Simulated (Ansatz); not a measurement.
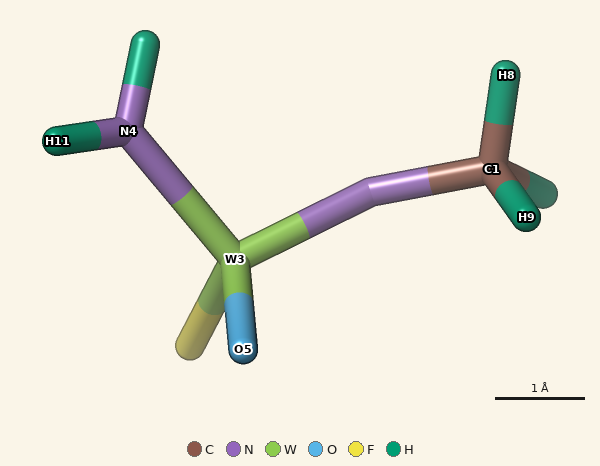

The structure as given in the input (stick view, seen at an oblique angle; atoms are numbered from 1 in the order of the input). Sticks mark near contacts. Bond lengths as drawn: C–H 1.09 to 1.10 Å, C–N 1.42 Å, F–W 1.88 Å, H–N 1.01 Å, N–W 1.75 to 1.94 Å and O–W 1.71 Å.

**CH$_{5}$FN$_{2}$OW: molecular dynamics (part 1 of 2)**

- system: CH$_{5}$FN$_{2}$OW, SMILES C[N]=[W]([NH2])(=[O])[F]
- method: RKS PBE/def2-SVP (Ansatz 0.2.0)

The geometry comes from this level: PBE0-D4/def2-TZVP. Figures and captions count atoms from 1; the log counts them from 0 in places.

### The program's output
```
Functional definition: PBE
  name "PBE"
  cite "Perdew, Burke & Ernzerhof, Phys. Rev. Lett. 77, 3865 (1996) doi:10.1103/PhysRevLett.77.3865"
  parent pbe
  parameter kappa = 0.804
  parameter beta = 0.06672455060314922
  exchange = pbe_x(kappa = kappa, mu = beta*pi^2/3)
  correlation = pbe_c(beta = beta)
1390 factors; their error is unknown
mean field evaluation 1: about -10651.0520 eV, gradient 1.2e2 eV
mean field evaluation 2: about -10382.3683 eV, gradient 3.2e2 eV
mean field evaluation 4: about -10675.1418 eV, gradient 3.9e1 eV
mean field evaluation 8: about -10677.8385 eV, gradient 1.8e0 eV
mean field evaluation 16: about -10677.7747 eV, gradient 1.2e-2 eV
mean field -10677.77468916 eV, -392.4009821708 hartree, gradient 1.6e-5 eV, S^2 0.000000; 0 other end points of the search recorded, 0 dependent functions left out
the calculation of the forces begins
reference -10677.77475554 eV, -392.4009846104 hartree; 28, 28 occupied and 99, 99 virtual orbitals, 1390 factors
md step     0: t =     0.00 fs  T =   700.0 K  F+E_penalty+E_count = -10677.77468916 eV  E_kin = 0.814338 eV  conserved = -10676.96035116 eV  (34 SCF iters)
these checks for a lower state are left out or cut short: starts, cluster_reference, orbital_swaps, neighbouring_geometries, increment
1390 factors; their error is unknown
mean field -10677.54207352 eV, -392.3924337039 hartree, gradient 1.2e-5 eV, S^2 0.000000; 0 other end points of the search recorded, 0 dependent functions left out
the calculation of the forces begins
reference -10677.54213950 eV, -392.3924361286 hartree; 28, 28 occupied and 99, 99 virtual orbitals, 1390 factors
md step     1: t =     2.00 fs  T =   554.8 K  F+E_penalty+E_count = -10677.54207352 eV  E_kin = 0.645437 eV  conserved = -10676.89664954 eV  (42 SCF iters)
[... from here on the SCF iterations and repeated set-up lines of each step are left out, up to the last step ...]
md step     2: t =     4.00 fs  T =   412.2 K  F+E_penalty+E_count = -10677.37488928 eV  E_kin = 0.479506 eV  conserved = -10676.89549591 eV  (35 SCF iters)
md step     3: t =     6.00 fs  T =   300.2 K  F+E_penalty+E_count = -10677.27858567 eV  E_kin = 0.349186 eV  conserved = -10676.92971862 eV  (34 SCF iters)
md step     4: t =     8.00 fs  T =   254.2 K  F+E_penalty+E_count = -10677.19203763 eV  E_kin = 0.295686 eV  conserved = -10676.89697605 eV  (34 SCF iters)
md step     5: t =    10.00 fs  T =   336.0 K  F+E_penalty+E_count = -10677.27450925 eV  E_kin = 0.390890 eV  conserved = -10676.88474828 eV  (43 SCF iters)
md step     6: t =    12.00 fs  T =   355.2 K  F+E_penalty+E_count = -10677.28490491 eV  E_kin = 0.413193 eV  conserved = -10676.87359776 eV  (34 SCF iters)
md step     7: t =    14.00 fs  T =   448.8 K  F+E_penalty+E_count = -10677.44262727 eV  E_kin = 0.522074 eV  conserved = -10676.92350588 eV  (37 SCF iters)
md step     8: t =    16.00 fs  T =   347.6 K  F+E_penalty+E_count = -10677.21015294 eV  E_kin = 0.404348 eV  conserved = -10676.80995277 eV  (43 SCF iters)
md step     9: t =    18.00 fs  T =   410.2 K  F+E_penalty+E_count = -10677.35648770 eV  E_kin = 0.477178 eV  conserved = -10676.88477385 eV  (42 SCF iters)
md step    10: t =    20.00 fs  T =   307.6 K  F+E_penalty+E_count = -10677.19959547 eV  E_kin = 0.357882 eV  conserved = -10676.84856755 eV  (36 SCF iters)
md step    11: t =    22.00 fs  T =   369.8 K  F+E_penalty+E_count = -10677.29546094 eV  E_kin = 0.430197 eV  conserved = -10676.87361253 eV  (36 SCF iters)
md step    12: t =    24.00 fs  T =   333.7 K  F+E_penalty+E_count = -10677.22691405 eV  E_kin = 0.388206 eV  conserved = -10676.84877000 eV  (43 SCF iters)
md step    13: t =    26.00 fs  T =   387.7 K  F+E_penalty+E_count = -10677.36887352 eV  E_kin = 0.451003 eV  conserved = -10676.92987255 eV  (43 SCF iters)
md step    14: t =    28.00 fs  T =   386.9 K  F+E_penalty+E_count = -10677.32884357 eV  E_kin = 0.450150 eV  conserved = -10676.89294952 eV  (44 SCF iters)
md step    15: t =    30.00 fs  T =   437.9 K  F+E_penalty+E_count = -10677.38785568 eV  E_kin = 0.509473 eV  conserved = -10676.89522225 eV  (35 SCF iters)
md step    16: t =    32.00 fs  T =   461.0 K  F+E_penalty+E_count = -10677.43531085 eV  E_kin = 0.536314 eV  conserved = -10676.91882473 eV  (43 SCF iters)
md step    17: t =    34.00 fs  T =   445.1 K  F+E_penalty+E_count = -10677.40173435 eV  E_kin = 0.517807 eV  conserved = -10676.90692806 eV  (35 SCF iters)
md step    18: t =    36.00 fs  T =   397.7 K  F+E_penalty+E_count = -10677.31073523 eV  E_kin = 0.462666 eV  conserved = -10676.87418202 eV  (34 SCF iters)
md step    19: t =    38.00 fs  T =   300.7 K  F+E_penalty+E_count = -10677.19275689 eV  E_kin = 0.349777 eV  conserved = -10676.87182607 eV  (33 SCF iters)
md step    20: t =    40.00 fs  T =   271.8 K  F+E_penalty+E_count = -10677.17716025 eV  E_kin = 0.316251 eV  conserved = -10676.89216156 eV  (35 SCF iters)
md step    21: t =    42.00 fs  T =   242.7 K  F+E_penalty+E_count = -10677.08398478 eV  E_kin = 0.282388 eV  conserved = -10676.83517020 eV  (36 SCF iters)
md step    22: t =    44.00 fs  T =   359.3 K  F+E_penalty+E_count = -10677.24793124 eV  E_kin = 0.418040 eV  conserved = -10676.86638440 eV  (34 SCF iters)
md step    23: t =    46.00 fs  T =   500.2 K  F+E_penalty+E_count = -10677.43862538 eV  E_kin = 0.581955 eV  conserved = -10676.89754525 eV  (42 SCF iters)
md step    24: t =    48.00 fs  T =   590.9 K  F+E_penalty+E_count = -10677.52984459 eV  E_kin = 0.687378 eV  conserved = -10676.88908017 eV  (44 SCF iters)
md step    25: t =    50.00 fs  T =   566.9 K  F+E_penalty+E_count = -10677.48115122 eV  E_kin = 0.659490 eV  conserved = -10676.87449274 eV  (44 SCF iters)
md step    26: t =    52.00 fs  T =   483.3 K  F+E_penalty+E_count = -10677.43737068 eV  E_kin = 0.562230 eV  conserved = -10676.93374184 eV  (43 SCF iters)
md step    27: t =    54.00 fs  T =   318.8 K  F+E_penalty+E_count = -10677.19388499 eV  E_kin = 0.370868 eV  conserved = -10676.88616441 eV  (35 SCF iters)
md step    28: t =    56.00 fs  T =   311.1 K  F+E_penalty+E_count = -10677.18724233 eV  E_kin = 0.361963 eV  conserved = -10676.89217424 eV  (36 SCF iters)
md step    29: t =    58.00 fs  T =   318.1 K  F+E_penalty+E_count = -10677.18917763 eV  E_kin = 0.370016 eV  conserved = -10676.88998134 eV  (37 SCF iters)
these checks for a lower state are left out or cut short: starts, cluster_reference, orbital_swaps, neighbouring_geometries, increment
1390 factors; their error is unknown
mean field -10677.31782299 eV, -392.3841926491 hartree, gradient 9.5e-6 eV, S^2 0.000000; 0 other end points of the search recorded, 0 dependent functions left out
the calculation of the forces begins
reference -10677.31789008 eV, -392.3841951144 hartree; 28, 28 occupied and 99, 99 virtual orbitals, 1390 factors
1390 factors; their error is unknown
mean field evaluation 288: about -10677.3178 eV, gradient 2.1e-2 eV
mean field -10677.31782299 eV, -392.3841926491 hartree, gradient 1.6e-5 eV, S^2 0.000000; 1 other end points of the search recorded, 0 dependent functions left out
the calculation of the forces begins
reference -10677.31789008 eV, -392.3841951143 hartree; 28, 28 occupied and 99, 99 virtual orbitals, 1390 factors
md step    30: t =    60.00 fs  T =   406.9 K  F+E_penalty+E_count = -10677.31782299 eV  E_kin = 0.473309 eV  conserved = -10676.92006017 eV  (35 SCF iters)
```

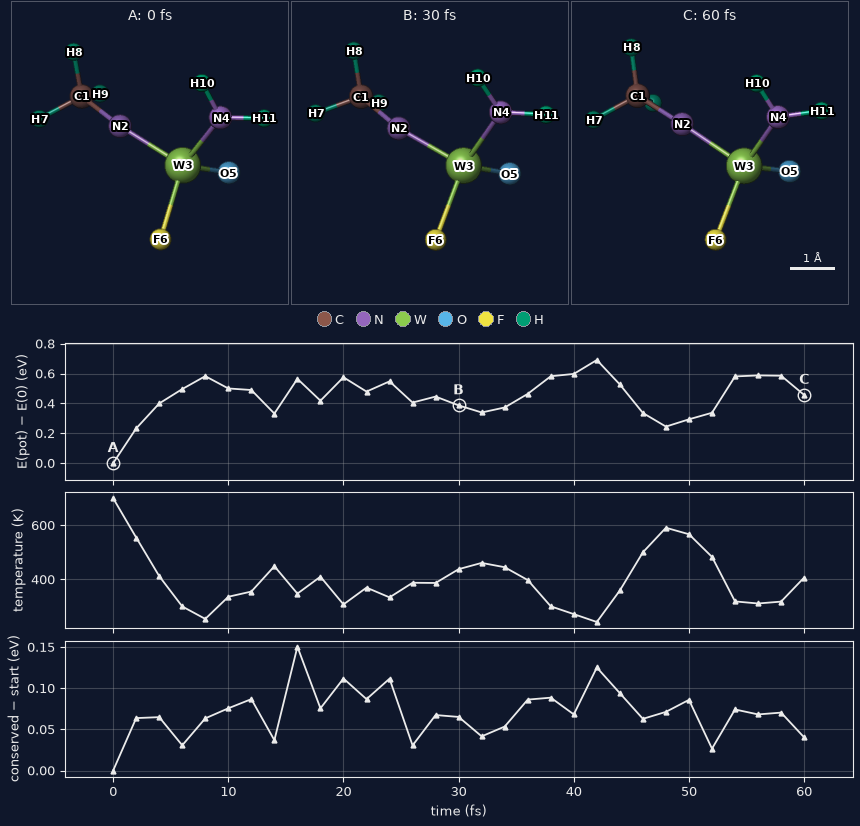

Frames of the molecular dynamics (ball-and-stick, seen at a tilt) above the curves, on which the letters mark them. The trajectory kept here has 31 frames over 60 fs. The temperature starts at 700 K, ranges from 243 to 700 K and averages 401 K over the second half. The potential energy ends 0.457 eV above its first value. The conserved quantity stays within 0.15 eV. After an unweighted best fit of the last frame on the first, the root-mean-square displacement is 0.13 Å.

```
Total energy: -10677.31789008 eV, -392.3841951143 hartree
Atom 0 at     0.826227    -1.389817    -1.417428 Å, force    -0.571352     1.976435    -1.484559 eV/Å
Atom 1 at     0.490545    -0.345051    -0.440241 Å, force     0.497845    -0.664257     0.298205 eV/Å
Atom 2 at    -0.154971     1.140066     0.300188 Å, force    -0.197727     0.017861    -5.305373 eV/Å
Atom 3 at    -0.867168     0.501453     1.902246 Å, force    -1.368729     0.929323     1.456122 eV/Å
Atom 4 at    -1.450245     1.688751    -0.804160 Å, force     1.418247    -0.331152     1.698551 eV/Å
Atom 5 at     1.278718     2.375591     0.403441 Å, force     0.081019     0.279246     0.208457 eV/Å
Atom 6 at     1.931293    -1.338597    -1.709256 Å, force    -0.869142    -0.164156     0.487746 eV/Å
Atom 7 at     0.523908    -2.440984    -1.192788 Å, force     0.090738     0.345654     0.515396 eV/Å
Atom 8 at     0.241924    -1.101264    -2.387939 Å, force     0.747657    -0.560328     1.003051 eV/Å
Atom 9 at    -0.657616    -0.398044     2.223407 Å, force     0.520040    -2.145865     0.896275 eV/Å
Atom 10 at    -1.733690     0.815127     2.330707 Å, force    -0.348596     0.317241     0.226130 eV/Å
Dipole moment:    -0.039754    -0.639577     0.510093 e Å
```

### Trajectory as extended XYZ (Å, eV, eV/Å), 19 of the 31 frames kept, from step=0 to step=30
```
11
Properties=species:S:1:pos:R:3:forces:R:3 step=0 time_fs=0.0 energy=-10677.77469 temperature=700.0
C     0.7356   -1.3287   -1.3996   -0.0458   0.3035   0.2535
N     0.5571   -0.3190   -0.4185    0.3616  -0.7836  -0.2342
W    -0.1455    1.1214    0.2736    0.3205   0.4585   0.9025
N    -0.8976    0.5490    1.9692    0.2313   0.0914  -0.2818
O    -1.4006    1.7178   -0.7228   -1.0160   0.3810  -0.8313
F     1.1948    2.4224    0.4861    0.5057   0.4545   0.0374
H     1.7549   -1.2966   -1.7974    0.5319  -0.0352  -0.2454
H     0.5868   -2.3161   -0.9499   -0.0630  -0.5441   0.1873
H     0.0307   -1.2185   -2.2307   -0.3584   0.0004  -0.4856
H    -0.7187   -0.3395    2.4090    0.0945  -0.6274   0.3695
H    -1.6975    1.0077    2.3810   -0.5622   0.3011   0.3280
11
Properties=species:S:1:pos:R:3:forces:R:3 step=2 time_fs=4.0 energy=-10677.37489 temperature=412.2
C     0.7286   -1.3361   -1.4387    1.0428  -1.0762   1.3130
N     0.5972   -0.3161   -0.3848    0.3401  -1.7741  -2.1090
W    -0.1533    1.1245    0.2780    2.1146   0.3280   0.3454
N    -0.8807    0.5576    1.9325   -0.4711  -2.3364   2.3174
O    -1.3816    1.7159   -0.7156   -2.0792   0.8462  -1.6495
F     1.2044    2.4079    0.4739    0.4907   0.5727   0.1306
H     1.7841   -1.4595   -1.8443   -0.4377   0.6937   0.3704
H     0.6451   -2.3413   -0.8804   -0.4303   0.7800  -0.7887
H     0.0815   -1.3125   -2.3577   -0.2255   0.3029   0.6943
H    -0.6420   -0.4253    2.3464   -0.8120   2.2620  -0.5818
H    -1.6832    1.0477    2.3806    0.4676  -0.5988  -0.0421
11
Properties=species:S:1:pos:R:3:forces:R:3 step=3 time_fs=6.0 energy=-10677.27859 temperature=300.2
C     0.7296   -1.3444   -1.4518    0.9879  -0.5889   0.9019
N     0.6188   -0.3217   -0.3757    0.0045  -1.4339  -2.2379
W    -0.1566    1.1262    0.2803    2.7572   0.0353  -0.3453
N    -0.8726    0.5512    1.9226   -1.8297   1.8231   1.0145
O    -1.3791    1.7178   -0.7176   -2.1479   0.8572  -1.6670
F     1.2107    2.4023    0.4682    0.4167   0.5606   0.1639
H     1.7839   -1.5079   -1.8520   -0.4161   0.8801   0.3664
H     0.6536   -2.3143   -0.8853   -0.6117   0.1131  -0.4997
H     0.0869   -1.3445   -2.3985    0.0051   0.4352   1.2019
H    -0.6496   -0.3317    2.2752    0.2388  -2.0425   1.2620
H    -1.6674    1.0455    2.3872    0.5950  -0.6393  -0.1607
11
Properties=species:S:1:pos:R:3:forces:R:3 step=5 time_fs=10.0 energy=-10677.27451 temperature=336.0
C     0.7402   -1.3630   -1.4692    0.4601   0.7170   1.9316
N     0.6608   -0.3428   -0.3754   -0.9634   0.0047  -1.4882
W    -0.1615    1.1294    0.2845    3.2071  -0.7516  -2.3028
N    -0.8697    0.5543    1.9093    0.5310  -3.3779   2.2113
O    -1.3890    1.7275   -0.7331   -1.3299   0.4721  -0.9275
F     1.2257    2.3945    0.4578    0.2121   0.4573   0.2031
H     1.7590   -1.5067   -1.8356    0.7684   0.4928  -0.1894
H     0.5966   -2.2910   -0.9271   -0.5025  -1.0218   0.1965
H     0.0913   -1.3544   -2.3540   -0.6462   0.6179  -0.0335
H    -0.6230   -0.4256    2.2937   -0.6341   1.9309  -0.4226
H    -1.6105    0.9967    2.4059   -1.1026   0.4588   0.8217
11
Properties=species:S:1:pos:R:3:forces:R:3 step=7 time_fs=14.0 energy=-10677.44263 temperature=448.8
C     0.7570   -1.3758   -1.4629   -0.1941  -0.3908   1.6526
N     0.6924   -0.3641   -0.3910   -1.7692   1.2726  -0.1099
W    -0.1637    1.1321    0.2869    2.5348  -1.2460  -3.5502
N    -0.8693    0.5355    1.9189   -1.7970  -0.5644   2.8334
O    -1.4115    1.7415   -0.7573    0.0579  -0.2044   0.2749
F     1.2423    2.3904    0.4490   -0.0588   0.2504   0.1994
H     1.8153   -1.4306   -1.8373   -0.4940  -0.1043  -0.0332
H     0.4760   -2.3799   -0.9623    0.5525   0.8543  -0.5930
H     0.0154   -1.2729   -2.2949    0.2777   0.3874   0.1156
H    -0.6502   -0.3915    2.3117   -0.0300   0.2057   0.0390
H    -1.6452    0.9756    2.4954    0.9201  -0.4604  -0.8286
11
Properties=species:S:1:pos:R:3:forces:R:3 step=8 time_fs=16.0 energy=-10677.21015 temperature=347.6
C     0.7653   -1.3838   -1.4503   -0.7565   0.3361   0.3604
N     0.7013   -0.3703   -0.4003   -1.9895   1.7489   0.6670
W    -0.1639    1.1330    0.2870    2.0125  -1.4642  -3.5982
N    -0.8750    0.5199    1.9365   -1.8530   3.9935  -0.4738
O    -1.4234    1.7482   -0.7691    0.6958  -0.5236   0.8144
F     1.2507    2.3892    0.4452   -0.2085   0.1249   0.1784
H     1.8321   -1.3931   -1.8431   -0.8814  -0.3460   0.0286
H     0.4378   -2.3889   -1.0098    0.7182   0.6611  -0.2956
H    -0.0240   -1.2056   -2.2694    1.0187   0.0368   0.4844
H    -0.6794   -0.3141    2.3057    1.3009  -4.8311   2.0701
H    -1.6207    0.9416    2.5035   -0.0571   0.2637  -0.2357
```
